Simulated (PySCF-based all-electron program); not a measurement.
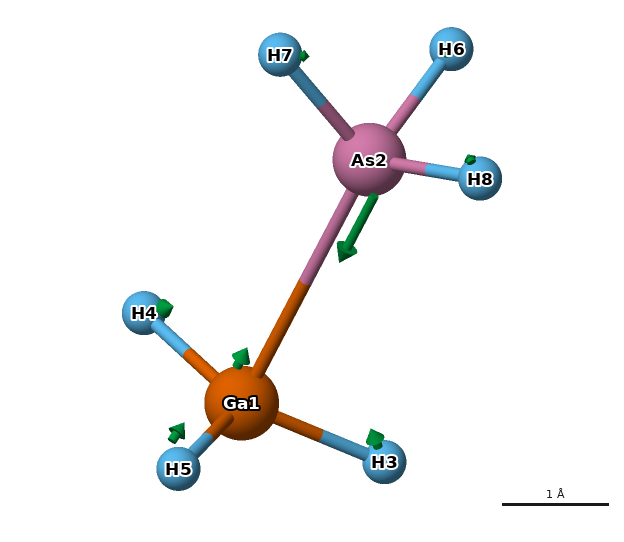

Arrows show the forces on the atoms, 2 Å of arrow for 1 eV/Å; forces under a tenth of the largest aren't drawn. Level of theory: PBE, all-electron, scalar-relativistic (spin-free Dirac), large uncontracted Gaussian sets (PySCF-based all-electron program).

**On which atom is the force largest, and how large is it?**

On As2: 0.41 eV/Å.

**Which bond do the forces act along most?**

Ga1–As2, now 2.935 Å: the forces pull its atoms together, so a first step downhill shortens it.

List the force components in the frame of the picture (x right, y up, z towards the viewer), in eV/Å.

| atom | Fx | Fy | Fz |
| --- | --- | --- | --- |
| Ga1 | 0.05 | 0.09 | 0.05 |
| As2 | −0.17 | −0.32 | −0.19 |
| H3 | −0.04 | 0.09 | 0.06 |
| H4 | 0.08 | 0.02 | 0.08 |
| H5 | 0.06 | 0.09 | −0.03 |
| H6 | −0.01 | 0.00 | 0.05 |
| H7 | 0.05 | 0.00 | −0.01 |
| H8 | −0.02 | 0.04 | −0.02 |
